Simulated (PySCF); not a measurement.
# C3H8AlNO: NMR shifts at several levels of theory

Aim: compute the NMR shifts of C3H8AlNO (`[H]/N=[C]1\C[O+](C)[AlH2-]1`) at several levels, and see how far they spread and what each costs.

The runs use PySCF 2.14.0, with density-fitted response routines of our own; the level of theory stands in each step. All values are computed, except where a source is named. Atoms count from 0, in the outputs and in this text.

## 1. Starting geometry

14 atoms, charge 0, multiplicity 1; geometry from: PBE0-D3(BJ)/def2-SVP.

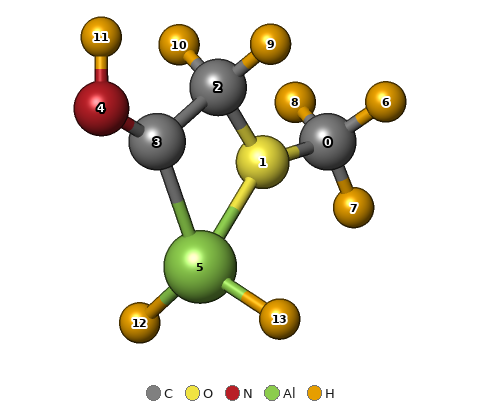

As it starts; carbon grey, oxygen yellow, nitrogen red, aluminium green, hydrogen amber, atoms numbered; sticks join atoms by distance.

## 2. Shielding tensors: PBE0/6-31G*

Job settings and geometry (Å):

```
{"job": {"kind": "nmr", "xc": "PBE0", "basis": "6-31G*", "pop": true}, "charge": 0, "multiplicity": 1}
C     -2.376598    -1.249676     0.159105
O     -1.054729    -0.916725    -0.189867
C     -0.015758    -1.886085     0.018471
C      1.189391    -1.093566    -0.474262
N      2.394169    -1.493829    -0.519854
Al     0.132963     0.566846    -0.924561
H     -2.446656    -1.477605     1.235439
H     -3.008191    -0.382654    -0.070804
H     -2.723016    -2.118723    -0.423863
H      0.036745    -2.152624     1.090605
H     -0.226297    -2.794057    -0.576841
H      2.488877    -2.460978    -0.171272
H     -0.328120     0.824654    -2.431359
H      0.071429     1.763899     0.130730
```

Level: GIAO PBE0/6-31G* NMR shielding, non-relativistic, gas phase.

Command:

```console
$ OMP_NUM_THREADS=1 python probes_run.py task.json out
```

One launch serves the whole session: the jobs run in the order shown.

The log of the run:

```text
coarse grid: 11992 points
cycle   1  E = -491.0608810611  dE =  5.497e-01  |g| = 4.980e-01  |ddm| = 3.352e+00
cycle   2  E = -491.0134544277  dE =  4.743e-02  |g| = 7.064e-01  |ddm| = 1.210e+00
cycle   3  E = -491.1154815854  dE = -1.020e-01  |g| = 1.060e-01  |ddm| = 6.894e-01
cycle   4  E = -491.1175318002  dE = -2.050e-03  |g| = 5.401e-02  |ddm| = 1.242e-01
cycle   5  E = -491.1181861738  dE = -6.544e-04  |g| = 1.300e-02  |ddm| = 5.067e-02
cycle   6  E = -491.1182184234  dE = -3.225e-05  |g| = 3.762e-03  |ddm| = 1.388e-02
cycle   7  E = -491.1182217656  dE = -3.342e-06  |g| = 5.216e-04  |ddm| = 4.177e-03
final grid: 110696 points
cycle   8  E = -491.0606496007  dE = -1.520e-05  |g| = 9.958e-03  |ddm| = 1.918e-02
cycle   9  E = -491.0606340618  dE =  1.554e-05  |g| = 1.372e-02  |ddm| = 1.717e-02
cycle  10  E = -491.0606702334  dE = -3.617e-05  |g| = 1.389e-03  |ddm| = 9.746e-03
cycle  11  E = -491.0606707004  dE = -4.671e-07  |g| = 2.170e-04  |ddm| = 1.500e-03
cycle  12  E = -491.0606707065  dE = -6.132e-09  |g| = 1.389e-04  |ddm| = 2.687e-04
cycle  13  E = -491.0606707109  dE = -4.375e-09  |g| = 2.719e-05  |ddm| = 1.310e-04
cycle  14  E = -491.0606707111  dE = -1.867e-10  |g| = 3.885e-06  |ddm| = 3.432e-05
converged SCF energy = -491.0606707111

GIAO shielding tensors (ppm)
atom      isotropic    diamagn.    paramagn.     s11        s22        s33       span
  0 C      138.362     243.196    -104.834    111.482    112.800    190.804     79.322
  1 O      321.186     398.330     -77.144    274.783    333.993    354.781     79.998
  2 C      110.829     249.899    -139.070     69.781    101.189    161.518     91.737
  3 C       -2.529     251.795    -254.325    -88.031    -38.754    119.196    207.227
  4 N      -89.475     317.732    -407.207   -399.248   -107.883    238.706    637.954
  5 Al     437.491     797.225    -359.734    401.025    421.753    489.695     88.671
  6 H       28.635      28.347       0.288     25.169     26.541     34.194      9.026
  7 H       28.230      28.486      -0.256     24.268     26.623     33.800      9.532
  8 H       28.633      27.852       0.781     25.159     26.531     34.208      9.049
  9 H       28.025      30.645      -2.620     25.398     26.509     32.169      6.771
 10 H       28.031      29.975      -1.943     25.378     26.530     32.185      6.807
 11 H       21.197      29.090      -7.893     12.034     25.658     25.899     13.865
 12 H       26.651      29.426      -2.775     23.700     25.520     30.733      7.033
 13 H       26.649      29.902      -3.252     23.697     25.539     30.712      7.015
```

Run time: 14 s. Hardware: 1 thread of Arm Neoverse V1, shared host; peak memory 0.59 GiB.

The references, computed at this level on geometries of the same kind, shield at (ppm): 1H TMS 31.96, 13C TMS 194.1, 15N NH3 259.4, 17O H2O 324.2, 27Al AlH4- 535.8. Their shielding less the atom's gives the shift. The references are single molecules in the gas phase, so shifts against H2O, NH3, PH3, H3PO4 or CFCl3 are not on the usual liquid scales and can be off by tens of ppm. Shifts against hydride references such as AlH4− lie on their own scale. Atoms listed in one row are averaged.

```csv
atoms,environment,σ (ppm),δ (ppm)
C3,"carbon bonded to C, Al, N",-2.5,196.7
C2,"carbon bonded to C, O, 2 H",110.8,83.3
C0,"carbon bonded to O, 3 H",138.4,55.8
H11,hydrogen on a nitrogen bonded to C,21.20,10.77
"H12, H13","hydrogen on an aluminium bonded to C, O",26.65,5.31
"H9, H10","hydrogen on a carbon bonded to C, O",28.03,3.93
"H6, H7, H8",hydrogen on a carbon bonded to O,28.50,3.46
O1,"oxygen bonded to 2 C, Al",321.2,3.0
N4,"nitrogen bonded to C, H",-89.5,348.9
Al5,"aluminium bonded to C, O, 2 H",437.5,98.3
```

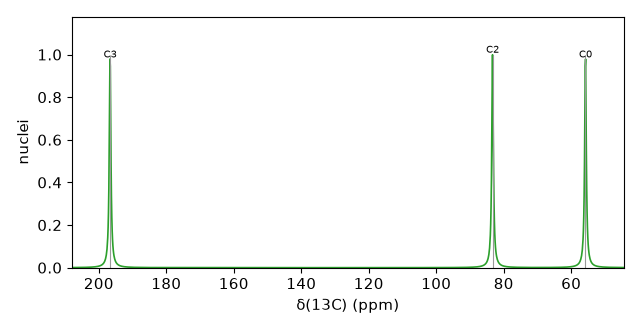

13C lines at the computed shifts, without couplings. Lines are broadened to a width of 0.56 ppm (Lorentzian).

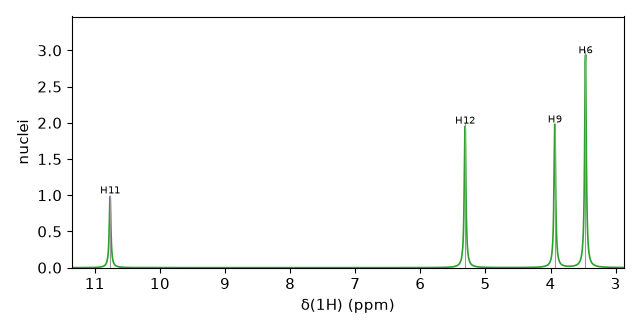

1H lines at the computed shifts, without couplings. Lines are broadened to a width of 0.03 ppm (Lorentzian).

The run also stored atomic charges by several schemes (e):

```csv
atoms,Mulliken,IAO,Hirshfeld,ESP fit
C0,-0.27,-0.20,0.00,-0.37
O1,-0.52,-0.33,-0.06,-0.06
C2,-0.13,-0.10,0.02,-0.39
C3,0.05,-0.14,-0.07,0.24
N4,-0.56,-0.41,-0.24,-0.72
Al5,0.43,0.63,0.34,0.59
```

Mulliken charges:

C0 -0.27; O1 -0.52; C2 -0.13; C3 0.05; N4 -0.56; Al5 0.43; H6 0.19; H7 0.22; H8 0.19; H9 0.19; H10 0.19; H11 0.28; H12 -0.13; H13 -0.13

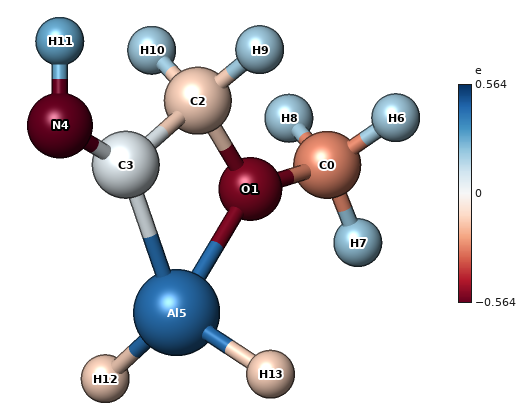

Mulliken charges, as colours on the atoms.

Mayer bond orders: C0–O1 0.86, O1–C2 0.81, C2–C3 0.92, C3–N4 1.92, C3–Al5 0.81, Al5–O1 0.30.

Ring of atoms O1, C2, C3, Al5: NICS(0) 2.2, NICS(1) -0.6, NICS(1)zz -0.3 ppm (means of both faces).

## 3. Shielding tensors: PBE0/6-311+G(2d,p)

Settings changed since step 2:

```diff
@@ -1,2 +1,2 @@
-{"job": {"kind": "nmr", "xc": "PBE0", "basis": "6-31G*", "pop": true}, "charge": 0, "multiplicity": 1}
+{"job": {"kind": "nmr", "xc": "PBE0", "basis": "6-311+G(2d,p)", "pop": true}, "charge": 0, "multiplicity": 1}
 C     -2.376598    -1.249676     0.159105
```

Level: GIAO PBE0/6-311+G(2d,p) NMR shielding, non-relativistic, gas phase.

The log of the run:

```text
coarse grid: 11992 points
cycle   1  E = -491.1051108441  dE =  5.365e-01  |g| = 5.241e-01  |ddm| = 3.154e+00
cycle   2  E = -491.0445921087  dE =  6.052e-02  |g| = 7.717e-01  |ddm| = 1.450e+00
cycle   3  E = -491.1603979987  dE = -1.158e-01  |g| = 1.114e-01  |ddm| = 8.492e-01
cycle   4  E = -491.1622792707  dE = -1.881e-03  |g| = 6.198e-02  |ddm| = 1.730e-01
cycle   5  E = -491.1631097850  dE = -8.305e-04  |g| = 1.481e-02  |ddm| = 6.521e-02
cycle   6  E = -491.1631467229  dE = -3.694e-05  |g| = 4.883e-03  |ddm| = 1.502e-02
cycle   7  E = -491.1631519478  dE = -5.225e-06  |g| = 6.842e-04  |ddm| = 7.524e-03
final grid: 110696 points
cycle   8  E = -491.1632488701  dE = -3.898e-05  |g| = 1.164e-02  |ddm| = 8.871e-02
cycle   9  E = -491.1632231394  dE =  2.573e-05  |g| = 1.686e-02  |ddm| = 2.340e-02
cycle  10  E = -491.1632722241  dE = -4.908e-05  |g| = 1.660e-03  |ddm| = 1.074e-02
cycle  11  E = -491.1632728460  dE = -6.219e-07  |g| = 3.685e-04  |ddm| = 2.054e-03
cycle  12  E = -491.1632728638  dE = -1.780e-08  |g| = 2.486e-04  |ddm| = 4.710e-04
cycle  13  E = -491.1632728769  dE = -1.312e-08  |g| = 3.177e-05  |ddm| = 2.112e-04
cycle  14  E = -491.1632728771  dE = -2.309e-10  |g| = 8.217e-06  |ddm| = 3.639e-05
converged SCF energy = -491.1632728771

GIAO shielding tensors (ppm)
atom      isotropic    diamagn.    paramagn.     s11        s22        s33       span
  0 C      129.371     237.298    -107.926    101.107    101.953    185.055     83.948
  1 O      312.018     405.844     -93.826    263.335    319.758    352.960     89.625
  2 C       98.207     244.962    -146.755     53.139     87.770    153.714    100.575
  3 C      -29.490     260.101    -289.591   -128.525    -67.775    107.829    236.355
  4 N     -114.275     313.327    -427.602   -432.033   -142.643    231.850    663.883
  5 Al     390.685     791.208    -400.522    348.814    386.357    436.884     88.070
  6 H       28.093      27.820       0.274     24.767     25.906     33.606      8.840
  7 H       27.775      28.006      -0.231     24.076     25.986     33.263      9.188
  8 H       28.093      27.802       0.291     24.759     25.897     33.623      8.865
  9 H       27.322      31.712      -4.391     25.042     25.648     31.275      6.233
 10 H       27.328      31.524      -4.195     25.025     25.671     31.289      6.264
 11 H       21.020      29.205      -8.185     11.976     25.242     25.842     13.866
 12 H       26.450      28.128      -1.678     23.887     25.248     30.216      6.328
 13 H       26.450      28.107      -1.657     23.889     25.269     30.192      6.303
```

Wall time 32 s (1 thread of Arm Neoverse V1, shared host); peak memory 0.94 GiB.

This run: δ C3 215.9, C2 88.2, C0 57.1, O1 14.5, H11 10.49, H12 5.06 ppm (means over like atoms).

## 4. Nuclear shieldings: PBE0/def2-SVP

Settings changed since step 3:

```diff
@@ -1,2 +1,2 @@
-{"job": {"kind": "nmr", "xc": "PBE0", "basis": "6-311+G(2d,p)", "pop": true}, "charge": 0, "multiplicity": 1}
+{"job": {"kind": "nmr", "xc": "PBE0", "basis": "def2-SVP", "pop": true}, "charge": 0, "multiplicity": 1}
 C     -2.376598    -1.249676     0.159105
```

With the program's defaults for keys left out, this is: GIAO PBE0/def2-SVP NMR shielding, non-relativistic, gas phase.

The log of the run:

```text
coarse grid: 11992 points
cycle   1  E = -490.6988279815  dE =  5.052e-01  |g| = 4.872e-01  |ddm| = 3.723e+00
cycle   2  E = -490.6499181483  dE =  4.891e-02  |g| = 7.001e-01  |ddm| = 1.279e+00
cycle   3  E = -490.7505487883  dE = -1.006e-01  |g| = 1.093e-01  |ddm| = 7.234e-01
cycle   4  E = -490.7527299251  dE = -2.181e-03  |g| = 5.588e-02  |ddm| = 1.344e-01
cycle   5  E = -490.7534244493  dE = -6.945e-04  |g| = 1.182e-02  |ddm| = 5.374e-02
cycle   6  E = -490.7534500635  dE = -2.561e-05  |g| = 3.960e-03  |ddm| = 1.419e-02
cycle   7  E = -490.7534538114  dE = -3.748e-06  |g| = 4.801e-04  |ddm| = 4.869e-03
final grid: 110696 points
cycle   8  E = -490.8253284139  dE = -1.741e-05  |g| = 1.017e-02  |ddm| = 2.411e-02
cycle   9  E = -490.8253105689  dE =  1.785e-05  |g| = 1.429e-02  |ddm| = 1.823e-02
cycle  10  E = -490.8253490653  dE = -3.850e-05  |g| = 1.336e-03  |ddm| = 1.068e-02
cycle  11  E = -490.8253495052  dE = -4.399e-07  |g| = 2.423e-04  |ddm| = 1.539e-03
cycle  12  E = -490.8253495144  dE = -9.208e-09  |g| = 1.328e-04  |ddm| = 3.135e-04
cycle  13  E = -490.8253495184  dE = -3.971e-09  |g| = 2.374e-05  |ddm| = 1.206e-04
cycle  14  E = -490.8253495185  dE = -1.396e-10  |g| = 3.775e-06  |ddm| = 3.277e-05
converged SCF energy = -490.8253495185

GIAO shielding tensors (ppm)
atom      isotropic    diamagn.    paramagn.     s11        s22        s33       span
  0 C      138.794     240.298    -101.504    112.000    113.021    191.361     79.361
  1 O      325.002     401.252     -76.250    279.363    337.735    357.908     78.544
  2 C      109.596     251.169    -141.573     65.467     99.756    163.566     98.099
  3 C      -10.472     262.161    -272.634   -104.428    -47.367    120.378    224.806
  4 N     -104.351     310.236    -414.587   -443.270   -117.396    247.611    690.881
  5 Al     431.327     796.306    -364.979    387.876    416.274    489.830    101.954
  6 H       28.063      28.469      -0.406     24.577     25.745     33.866      9.289
  7 H       27.701      28.783      -1.082     23.879     25.868     33.357      9.477
  8 H       28.059      27.017       1.041     24.562     25.731     33.884      9.322
  9 H       27.526      31.873      -4.347     24.986     25.882     31.712      6.726
 10 H       27.531      29.948      -2.416     24.962     25.902     31.730      6.769
 11 H       20.182      29.617      -9.434      9.692     25.368     25.488     15.796
 12 H       26.535      29.548      -3.013     23.815     25.369     30.420      6.605
 13 H       26.534      30.080      -3.547     23.814     25.390     30.397      6.582
```

Wall time 13 s (1 thread of Arm Neoverse V1, shared host); peak memory 0.66 GiB.

Key values: δ C3 204.2, C2 84.1, C0 54.9, O1 18.0, H11 11.16, H12 4.81 ppm (means over like atoms).

## 5. NMR shieldings: PBE0/def2-TZVP

Settings changed since step 4:

```diff
@@ -1,2 +1,2 @@
-{"job": {"kind": "nmr", "xc": "PBE0", "basis": "def2-SVP", "pop": true}, "charge": 0, "multiplicity": 1}
+{"job": {"kind": "nmr", "xc": "PBE0", "basis": "def2-TZVP", "pop": true}, "charge": 0, "multiplicity": 1}
 C     -2.376598    -1.249676     0.159105
```

With the program's defaults for keys left out, this is: GIAO PBE0/def2-TZVP NMR shielding, non-relativistic, gas phase.

The log of the run:

```text
coarse grid: 11992 points
cycle   1  E = -491.1361584656  dE =  5.306e-01  |g| = 5.308e-01  |ddm| = 2.722e+00
cycle   2  E = -491.0767418444  dE =  5.942e-02  |g| = 7.759e-01  |ddm| = 1.461e+00
cycle   3  E = -491.1928577639  dE = -1.161e-01  |g| = 1.107e-01  |ddm| = 8.662e-01
cycle   4  E = -491.1947041801  dE = -1.846e-03  |g| = 6.230e-02  |ddm| = 1.183e-01
cycle   5  E = -491.1955432377  dE = -8.391e-04  |g| = 1.555e-02  |ddm| = 4.550e-02
cycle   6  E = -491.1955848427  dE = -4.160e-05  |g| = 4.857e-03  |ddm| = 1.511e-02
cycle   7  E = -491.1955898957  dE = -5.053e-06  |g| = 7.125e-04  |ddm| = 6.666e-03
final grid: 110696 points
cycle   8  E = -491.1864409071  dE = -4.727e-05  |g| = 1.124e-02  |ddm| = 4.460e-02
cycle   9  E = -491.1864185948  dE =  2.231e-05  |g| = 1.603e-02  |ddm| = 1.991e-02
cycle  10  E = -491.1864632024  dE = -4.461e-05  |g| = 1.618e-03  |ddm| = 1.050e-02
cycle  11  E = -491.1864637831  dE = -5.807e-07  |g| = 3.256e-04  |ddm| = 1.585e-03
cycle  12  E = -491.1864637958  dE = -1.276e-08  |g| = 2.373e-04  |ddm| = 3.191e-04
cycle  13  E = -491.1864638077  dE = -1.190e-08  |g| = 3.410e-05  |ddm| = 1.858e-04
cycle  14  E = -491.1864638080  dE = -2.635e-10  |g| = 7.888e-06  |ddm| = 3.957e-05
converged SCF energy = -491.1864638080

GIAO shielding tensors (ppm)
atom      isotropic    diamagn.    paramagn.     s11        s22        s33       span
  0 C      128.579     243.328    -114.748     99.744    101.302    184.692     84.947
  1 O      310.583     386.217     -75.634    262.205    317.413    352.131     89.926
  2 C       96.990     251.146    -154.157     52.320     85.950    152.699    100.379
  3 C      -30.649     247.563    -278.212   -128.584    -70.108    106.745    235.329
  4 N     -120.274     315.091    -435.365   -448.207   -145.517    232.902    681.108
  5 Al     390.510     797.865    -407.355    349.491    386.190    435.849     86.357
  6 H       28.082      28.695      -0.613     24.785     25.910     33.551      8.766
  7 H       27.727      28.661      -0.934     24.128     25.869     33.184      9.056
  8 H       28.079      27.819       0.259     24.768     25.901     33.567      8.799
  9 H       27.333      31.733      -4.400     25.108     25.611     31.281      6.173
 10 H       27.340      30.612      -3.272     25.093     25.635     31.292      6.199
 11 H       20.865      29.761      -8.896     11.468     25.235     25.892     14.424
 12 H       26.479      29.213      -2.734     23.960     25.250     30.227      6.266
 13 H       26.479      29.686      -3.208     23.961     25.271     30.204      6.244
```

Run time: 48 s. Hardware: 1 thread of Arm Neoverse V1, shared host; peak memory 0.9 GiB.

This run: δ C3 217.3, C2 89.7, C0 58.1, O1 22.0, H11 10.62, H12 5.00 ppm (means over like atoms).

## 6. Shielding tensors: PBE0/cc-pVDZ

Settings changed since step 5:

```diff
@@ -1,2 +1,2 @@
-{"job": {"kind": "nmr", "xc": "PBE0", "basis": "def2-TZVP", "pop": true}, "charge": 0, "multiplicity": 1}
+{"job": {"kind": "nmr", "xc": "PBE0", "basis": "cc-pVDZ", "pop": true}, "charge": 0, "multiplicity": 1}
 C     -2.376598    -1.249676     0.159105
```

Level: GIAO PBE0/cc-pVDZ NMR shielding, non-relativistic, gas phase.

The log of the run:

```text
coarse grid: 11992 points
cycle   1  E = -491.0266381027  dE =  5.864e-01  |g| = 4.934e-01  |ddm| = 6.647e+00
cycle   2  E = -490.9747359464  dE =  5.190e-02  |g| = 7.158e-01  |ddm| = 1.717e+00
cycle   3  E = -491.0797625501  dE = -1.050e-01  |g| = 1.079e-01  |ddm| = 9.584e-01
cycle   4  E = -491.0819103649  dE = -2.148e-03  |g| = 5.478e-02  |ddm| = 2.050e-01
cycle   5  E = -491.0825803590  dE = -6.700e-04  |g| = 1.249e-02  |ddm| = 7.840e-02
cycle   6  E = -491.0826095389  dE = -2.918e-05  |g| = 3.948e-03  |ddm| = 2.147e-02
cycle   7  E = -491.0826132720  dE = -3.733e-06  |g| = 5.250e-04  |ddm| = 7.230e-03
final grid: 110696 points
cycle   8  E = -491.0948683273  dE = -1.608e-05  |g| = 9.834e-03  |ddm| = 5.020e-02
cycle   9  E = -491.0948538186  dE =  1.451e-05  |g| = 1.340e-02  |ddm| = 3.178e-02
cycle  10  E = -491.0948884019  dE = -3.458e-05  |g| = 1.421e-03  |ddm| = 1.726e-02
cycle  11  E = -491.0948888822  dE = -4.803e-07  |g| = 1.798e-04  |ddm| = 2.460e-03
cycle  12  E = -491.0948888853  dE = -3.085e-09  |g| = 1.386e-04  |ddm| = 4.082e-04
cycle  13  E = -491.0948888896  dE = -4.299e-09  |g| = 2.890e-05  |ddm| = 2.000e-04
cycle  14  E = -491.0948888898  dE = -2.010e-10  |g| = 4.188e-06  |ddm| = 6.618e-05
converged SCF energy = -491.0948888898

GIAO shielding tensors (ppm)
atom      isotropic    diamagn.    paramagn.     s11        s22        s33       span
  0 C      140.894     241.445    -100.551    113.864    114.235    194.582     80.719
  1 O      321.798     393.016     -71.217    274.354    334.418    356.623     82.269
  2 C      110.031     250.157    -140.125     63.889    101.344    164.861    100.971
  3 C       -7.942     255.221    -263.162    -96.788    -45.295    118.258    215.047
  4 N      -95.357     317.240    -412.597   -415.670   -114.405    244.005    659.676
  5 Al     447.299     798.226    -350.927    408.672    427.372    505.853     97.181
  6 H       27.978      28.611      -0.633     24.530     25.691     33.713      9.183
  7 H       27.649      29.085      -1.436     23.871     25.821     33.254      9.384
  8 H       27.974      27.182       0.792     24.512     25.678     33.730      9.218
  9 H       27.297      31.485      -4.188     24.867     25.641     31.384      6.517
 10 H       27.302      29.706      -2.404     24.846     25.661     31.399      6.553
 11 H       20.287      30.642     -10.355     10.160     25.262     25.439     15.278
 12 H       26.384      29.672      -3.288     23.610     25.166     30.376      6.766
 13 H       26.384      30.207      -3.823     23.612     25.187     30.353      6.741
```

It took 15 s on 1 thread of Arm Neoverse V1, shared host; peak memory 0.7 GiB.

This run: δ C3 204.7, C2 86.7, C0 55.9, O1 21.5, H11 11.00, H12 4.91 ppm (means over like atoms).

## 7. NMR shieldings: PBE0/cc-pVTZ

Settings changed since step 6:

```diff
@@ -1,2 +1,2 @@
-{"job": {"kind": "nmr", "xc": "PBE0", "basis": "cc-pVDZ", "pop": true}, "charge": 0, "multiplicity": 1}
+{"job": {"kind": "nmr", "xc": "PBE0", "basis": "cc-pVTZ", "pop": true}, "charge": 0, "multiplicity": 1}
 C     -2.376598    -1.249676     0.159105
```

Level: GIAO PBE0/cc-pVTZ NMR shielding, non-relativistic, gas phase.

The log of the run:

```text
coarse grid: 11992 points
cycle   1  E = -491.1256914557  dE =  5.342e-01  |g| = 5.287e-01  |ddm| = 7.112e+00
cycle   2  E = -491.0684766212  dE =  5.721e-02  |g| = 7.708e-01  |ddm| = 1.784e+00
cycle   3  E = -491.1820980925  dE = -1.136e-01  |g| = 1.097e-01  |ddm| = 1.025e+00
cycle   4  E = -491.1839379259  dE = -1.840e-03  |g| = 6.115e-02  |ddm| = 2.017e-01
cycle   5  E = -491.1847462276  dE = -8.083e-04  |g| = 1.533e-02  |ddm| = 8.364e-02
cycle   6  E = -491.1847866567  dE = -4.043e-05  |g| = 4.815e-03  |ddm| = 2.288e-02
cycle   7  E = -491.1847915517  dE = -4.895e-06  |g| = 6.946e-04  |ddm| = 8.513e-03
final grid: 110696 points
cycle   8  E = -491.1806771728  dE = -5.478e-05  |g| = 1.180e-02  |ddm| = 8.648e-02
cycle   9  E = -491.1806527813  dE =  2.439e-05  |g| = 1.688e-02  |ddm| = 3.535e-02
cycle  10  E = -491.1807013993  dE = -4.862e-05  |g| = 1.686e-03  |ddm| = 1.962e-02
cycle  11  E = -491.1807020331  dE = -6.338e-07  |g| = 3.379e-04  |ddm| = 2.819e-03
cycle  12  E = -491.1807020469  dE = -1.384e-08  |g| = 2.428e-04  |ddm| = 6.366e-04
cycle  13  E = -491.1807020593  dE = -1.235e-08  |g| = 3.400e-05  |ddm| = 3.235e-04
cycle  14  E = -491.1807020596  dE = -2.686e-10  |g| = 7.387e-06  |ddm| = 6.399e-05
converged SCF energy = -491.1807020596

GIAO shielding tensors (ppm)
atom      isotropic    diamagn.    paramagn.     s11        s22        s33       span
  0 C      129.801     239.386    -109.585    101.538    102.715    185.151     83.612
  1 O      313.937     385.474     -71.537    266.011    321.745    354.056     88.044
  2 C       98.304     244.054    -145.750     53.325     87.821    153.765    100.440
  3 C      -27.927     249.713    -277.640   -123.474    -67.376    107.070    230.544
  4 N     -118.790     318.070    -436.860   -447.263   -144.072    234.965    682.229
  5 Al     392.712     801.740    -409.027    352.216    388.610    437.311     85.096
  6 H       27.887      28.694      -0.807     24.563     25.666     33.434      8.871
  7 H       27.540      28.663      -1.122     23.890     25.668     33.063      9.172
  8 H       27.885      27.790       0.095     24.548     25.655     33.451      8.904
  9 H       27.138      30.849      -3.712     24.897     25.438     31.079      6.182
 10 H       27.144      29.911      -2.768     24.881     25.460     31.090      6.209
 11 H       20.504      29.905      -9.401     11.057     24.828     25.627     14.570
 12 H       26.476      29.345      -2.868     23.971     25.266     30.192      6.222
 13 H       26.477      30.017      -3.541     23.972     25.287     30.171      6.199
```

Run time: 63 s. Hardware: 1 thread of Arm Neoverse V1, shared host; peak memory 1.1 GiB.

Key values: δ C3 215.2, C2 89.0, C0 57.5, O1 20.9, H11 10.79, H12 4.81 ppm (means over like atoms).

(Part 1 of 2 ends here.)
